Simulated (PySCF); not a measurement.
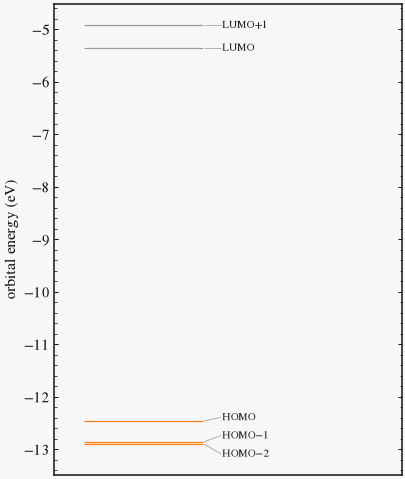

Kohn-Sham orbital energies near the frontier, PBE0/def2-SVPD with PySCF 2.14.0, at a GFN2-xTB geometry (no frequency check), isolated molecule; empty levels in grey, levels within 0.03 eV side by side.

> Which molecule has this level scheme?
A. C₄H₁₂PSi⁺, SMILES [PH3+][SiH2]C1CCC1
B. C₅H₇Br, SMILES C=C(Br)/C=C\C
C. C₃H₅FS, SMILES C=CSCF

A. HOMO −12.46 eV, LUMO −5.36 eV, separation 7.10 eV.

Caveats: the tight-binding geometry is rougher than a DFT one and adds to the error; one conformer of a flexible molecule.
